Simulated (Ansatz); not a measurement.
```xyz
8

Sn    0.0046   -0.0015   -0.0979
H     0.0821   -0.0697    1.6306
H     1.5878    0.0632   -0.7296
H    -0.8595    1.3903   -0.5841
H    -0.7938   -1.3917   -0.6838
N     0.3173   -0.2786    3.8691
H    -0.6930   -0.4601    3.9836
H     0.3563    0.7481    3.9740
```

Core potentials replace the inner electrons of Sn.

The calculation used UKS r2SCANh/def2-SVP in Ansatz 0.2.0.

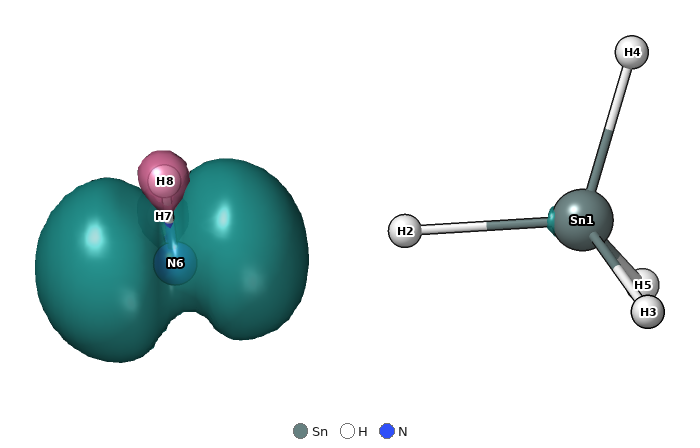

H$_{4}$Sn···NH$_{2}$ (doublet). Isosurfaces of the spin density at +0.03 (teal) and −0.03 e/Å³ (pink), seen from one side.

**Which atoms carry the spin?**

The unpaired spin (1 electron) lies mostly on N6 (about 0.9), in electrons by Hirshfeld's partition.
